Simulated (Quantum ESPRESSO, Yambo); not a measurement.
# A GW chain in Yambo: InP (F-43m), part 3 of 3

How does a plane-wave GW calculation on InP (F-43m) run from the first input to the gap?

Quantum ESPRESSO 7.5 and Yambo 5.3.0; PBE and many-body steps on it, plane waves. Known limits of the many-body steps: not at the basis limit; coarse k mesh.

So far. Step 3 (Bands along the symmetry lines): The gap is 0.681 eV, as in the run before at this level. Step 4 (Empty states on the mesh, 4×4×4 mesh, 510 bands): On this mesh the gap is 0.681 eV.

The database entry behind the starting cell differs from later determinations by our own check (0.1 to 0.3 % short, probably kX units), so it need not match the best structure at ambient conditions.

**6. Screening and self-energy, 4×4×4 mesh, 510 bands, screening to 231.3 eV**

G0W0 replaces the xc potential by the self-energy, built once from these orbitals. Only a window of levels is corrected, while the sums run over the empty bands that the input names.

This step: G0W0 on PBE with spin-orbit coupling, plane waves, norm-conserving pseudopotentials.

Input file gw4.in:

```
HF_and_locXC
gw0
dyson
ppa
em1d
rim_cut
RandQpts= 1000000
RandGvec= 1 RL
EXXRLvcs= 80 Ry
VXCRLvcs= 320 Ry
Chimod= "HARTREE"
% BndsRnXp
 1 | 510 |
%
NGsBlkXp= 17 Ry
% LongDrXp
 1 | 1 | 1 |
%
% GbndRnge
 1 | 510 |
%
DysSolver= "n"
ExtendOut
PPAPntXp= 27.21138 eV
% QPkrange
 1 | 1 | 23 | 30 |
%
```

Run with:

```bash
OMP_NUM_THREADS=1 mpirun -n 4 yambo -F gw4.in -J gw4 -C gw4 > gw4.log
```

The program printed:

```text
 Yambo, version 5.3.0

 [02] CORE Variables Setup
 =========================

  [... cell, symmetries and grids as in the set-up ...]

  [02.05] Energies & Occupations
  ==============================

  [X] === General ===
  [X] Electronic Temperature                        :  0.000000  0.000000 [eV K]
  [X] Bosonic    Temperature                        :  0.000000  0.000000 [eV K]
  [X] Finite Temperature mode                       : no
  [X] El. density                                   :  0.51656E+24 [cm-3]
  [X] Fermi Level                                   :  8.349752 [eV]

  [X] === Gaps and Widths ===
  [X] Conduction Band Min                           :  0.680775 [eV]
  [X] Valence Band Max                              :  0.000000 [eV]
  [X] Filled Bands                                  :  26
  [X] Empty Bands                                   :    27   510
  [X] Direct Gap                                    :  0.680775 [eV]
  [X] Direct Gap localized at k                     :  1
  [X] Indirect Gap                                  :  0.680775 [eV]
  [X] Indirect Gap between kpts                     :  1  1
  [X] Last valence band width                       :  2.878446 [eV]
  [X] 1st conduction band width                     :  3.579530 [eV]

 [03] Transferred momenta grid and indexing
 ==========================================

 IBZ Q-points                                      :   8
 BZ  Q-points                                      :   64

 K/Q-points units:
 rlu = crystal or reduced units; cc = cartesian coordinates; iku = interal k-units

 Q [1]          [rlu]:  0.000000  0.000000  0.000000
 Q [2]          [rlu]:  0.54193E-16  0.26437E-16  0.25000
 Q [3]          [rlu]: -0.10839E-15 -0.52875E-16 -0.50000
 Q [4]          [rlu]:  0.87374E-19  0.25000      0.25000
 Q [5]          [rlu]:  0.23853E-16  0.25000      0.50000
 Q [6]          [rlu]:  0.44978E-16  0.25000     -0.25000
 Q [7]          [rlu]: -0.17475E-18 -0.50000     -0.50000
 Q [8]          [rlu]:  0.250000 -0.500000 -0.250000

 [04] Coloumb potential Random Integration (RIM)
 ===============================================

  [04.01] RIM initialization
  ==========================

  * Diagonal components only detected *

  8 x (sBL volume)        :  0.091285 [a.u.]
  sBZ random points       :  1000000
  Points outside the sBZ  :   7999624
  RL volume               :  0.730277 [a.u.]
  Integrated volume       :  0.730312 [a.u.]

  [04.02] RIM integrals
  =====================

  Gamma point sphere radius             :  0.081674 [a.u.]
  Points outside the sphere             :   799635
  [Int_sBZ(q=0) 1/q^2]*(Vol_sBZ)^(-1/3) =:  7.763403
                                 should be <:  7.795600

  Summary of Coulomb integrals for non-metallic bands |Q|[au] RIM/Bare

  Q [1] 0.100000E-4 0.995870 * Q [2] 0.245646 1.064378
  Q [4] 0.283648 1.062979 * Q [6] 0.401138 1.025806
  Q [5] 0.470377 1.018843 * Q [3] 0.491292 1.016674
  Q [7] 0.567295 1.013309 * Q [8] 0.634256 1.010147

 [05] Dipoles
 ============

  [05.01] Setup: observables and procedures
  =========================================

  [WARNING] [x,Vnl] slows the Dipoles computation. To neglect it rename the ns.kb_pp file

 [06] Dynamic Dielectric Matrix (PPA)
 ====================================

 [WR./gw4//ndb.pp]---------------------------------------------------------------
  Brillouin Zone Q/K grids (IBZ/BZ)                :    8   64    8   64
  RL vectors                                       :   5029 [WF]
  Coulomb cutoff potential                         : none
  Electronic Temperature                           :  0.000000 [K]
  Bosonic    Temperature                           :  0.000000 [K]
  PPA    diel. fun.  energies                      : Perdew, Burke & Ernzerhof(X)+Perdew, Burke & Ernzerhof(C)
  wavefunctions                                    : Perdew, Burke & Ernzerhof(X)+Perdew, Burke & Ernzerhof(C)
  Global Gauge                                     : length
  X matrix size                                    :   459
  X band range                                     :     1   510
  X e/h energy range                               : -1.000000 -1.000000 [eV]
  X Time ordering                                  : R
  X Hxc Kernel                                     : HARTREE
  X Drude frequency                                :  0.000000  0.000000
  X poles                                          :  100.0000 [o/o]
  RL vectors in the sum                            :   5029
  [r,Vnl] included                                 : yes
  Field direction                                  :  0.577350E-5  0.577350E-5  0.577350E-5
  BZ energy Double Grid                            : no
  BZ energy DbGd points                            : 0
  BZ Q point size factor                           : -1.000000
  X Optical Averaged directions                    : none

 [07] Local Exchange-Correlation + Non-Local Fock
 ================================================

 [VXC] Plane waves :   32743
 [EXS] Plane waves :   4279

 QP @ state[ 1 ] K range:  1  1
 QP @ state[ 1 ] b range:  23  30

 [xc] Functional : Perdew, Burke & Ernzerhof(X)+Perdew, Burke & Ernzerhof(C)
 [xc] LIBXC used to calculate xc functional
  PP Number of Atomic Species                      :  2
  NLCC RL compoments                               :   32743
  PP Number of Atomic Species                      :  2
  NLCC RL compoments                               :   32743

 [xc] E_xc :  -18.18263 [Ha]
      E_xc :  -36.36526 [Ry]

  Local XC kind (lXC) : Perdew, Burke & Ernzerhof(X)+Perdew, Burke & Ernzerhof(C)
  Non-Local XC kind (nlXC) : Hartree-Fock

  Corrections @ K [1] :  [eV]
 <23|nlXC|23> = -14.66091 -0.42006E-17 <23|lXC|23> = -12.89759 -0.82611E-16
 <24|nlXC|24> = -14.66087 -0.13187E-17 <24|lXC|24> = -12.89759  0.18882E-15
 <25|nlXC|25> = -14.66089  0.53286E-17 <25|lXC|25> = -12.89759  0.47196E-16
 <26|nlXC|26> = -14.66091  0.83645E-18 <26|lXC|26> = -12.89759  0.18881E-15
 <27|nlXC|27> = -7.791165  0.68739E-17 <27|lXC|27> = -11.72503 -0.94403E-16
 <28|nlXC|28> = -7.791165  0.16726E-17 <28|lXC|28> = -11.72503  0.18883E-15
 <29|nlXC|29> = -6.483697  0.17694E-17 <29|lXC|29> = -10.86572 -0.23603E-16
 <30|nlXC|30> = -6.483697 -0.33972E-17 <30|lXC|30> = -10.86572  0.32173E-19

 [08] Dyson equation: Newton solver
 ==================================

  [08.01] G0W0 (W PPA)
  ====================

  [  GW  ] Bands range     :     1   510
  [GW/PPA] G damping       :  0.100000 [eV]

  QP @ state[ 1 ] K range:  1  1
  QP @ state[ 1 ] b range:  23  30

   Sc/G bands                                       :     1   510
   Sc/G damping                                     :  0.100000 ev
   Sc bands terminator                              : no
   Sx RL components                                 :   4279

   QP @ state[ 1 ] K range                          :  1  1
   QP @ state[ 1 ] b range                          :  23  30
   GF energies kind                                 : Perdew, Burke & Ernzerhof(X)+Perdew, Burke & Ernzerhof(C)
   GF WF`s kind                                     : Perdew, Burke & Ernzerhof(X)+Perdew, Burke & Ernzerhof(C)
   Xs energies kind                                 : Perdew, Burke & Ernzerhof(X)+Perdew, Burke & Ernzerhof(C)
   Xs WF`s kind                                     : Perdew, Burke & Ernzerhof(X)+Perdew, Burke & Ernzerhof(C)

 [11] Game Over & Game summary
```

Elapsed: 30 min, on 4 MPI ranks of Arm Neoverse V1, shared host; peak memory 4.7 GiB; 2 h of CPU time.

Numbers from this step:

```yaml
g0w0_gap_on_the_points_computed: 1.379 eV
starting_gap_on_the_mesh: 0.6808 eV
k_of_the_valence_top: 0, 0, 0
k_of_the_conduction_bottom: 0, 0, 0
least_direct_g0w0_gap_on_the_computed_points: 1.379 eV
z_at_the_valence_top: 0.7805
z_at_the_conduction_bottom: 0.7939
```

The gap on the mesh goes from 0.68 eV to 1.38 eV, a correction of +0.70 eV.

Limits: finite bands, cutoff and mesh; coarse k mesh. v1 is the top filled band, c1 the lowest empty one. The levels before and after the correction (eV, zero at the valence-band top of each column):

|  | conduction bottom | valence top |
| --- | --- | --- |
| Kohn-Sham | 0.68 | 0.00 |
| G0W0 | 1.38 | 0.00 |

|  | level | energy (eV) |
| --- | --- | --- |
| Kohn-Sham | Γ v4-v1 | 0.000 |
| Kohn-Sham | Γ c1-c2 | 0.681 |
| Kohn-Sham | Γ c3-c4 | 3.748 |
| G0W0 | Γ v4-v1 | 0.000 |
| G0W0 | Γ c1-c2 | 1.379 |
| G0W0 | Γ c3-c4 | 4.582 |

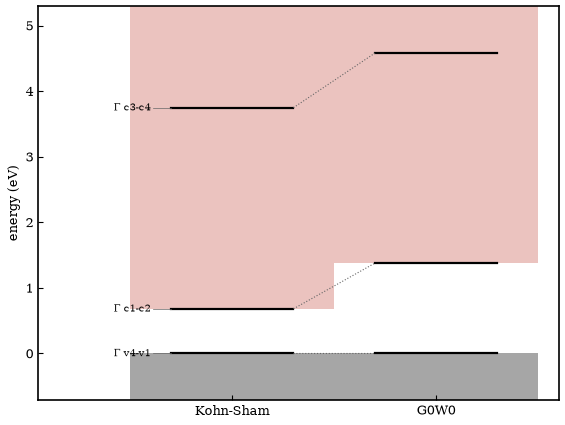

Levels before and after the correction. Shaded: valence and conduction bands.

**7. Where the time went**

Times are wall times on the hardware named with each run, good to a factor of about two.

| step | time | share | memory (GiB) |
| --- | --- | --- | --- |
| ground state | 23 s | 1 % | 0.54 |
| bands along the symmetry lines | 23 s | 1 % | 0.4 |
| empty states on the mesh | 2.6 min | 8 % | 1.7 |
| conversion and set-up | 3.4 s | 0 % | 0.25 |
| screening and self-energy | 30 min | 90 % | 4.7 |

**8. Summary of results**

```yaml
pbe_gap: 0.68 eV, direct
g0w0_gap_on_the_mesh: 1.38 eV
gw_settings: 4×4×4 mesh, 510 bands, screening to 231.3 eV, Godby-Needs plasmon pole
known_limits: not at the basis limit; coarse k mesh
```

In words: G0W0 moves the gap on the mesh from 0.68 eV to 1.38 eV (+0.70 eV), with Z of 0.78 and 0.79 at the edges. Only 1 of the mesh's irreducible points was corrected, so a valley elsewhere could overtake. The dearest step here is «screening and self-energy». Bands and cutoff are finite, so the gap is not at the basis limit. The miss can reach some tenths of an eV and take either sign; the mesh is an error of its own. In the G0W0 run levels were corrected at 1 k point alone, so a gap called «on the mesh» is the least over those, and an edge elsewhere would be missed. The 4×4×4 mesh is coarse for this cell, which bears on the long-range parts of exchange and screening.

[Paths, hosts, dates, memory and timing lines, banners, echoed tables and standing remarks are left out of the program output.]

[Logs are printed without paths, hosts, clocks, repeated set-up lines and the standing remarks that a program may print on its own settings, such as how far it seeks lower states.]

[Runs of the session that timed out or met a known fault of the program may be left out.]

[Hosts, paths, dates, database ids (printed as entryN), source tags and the programs' standing remarks are cut or masked in the printed files.]
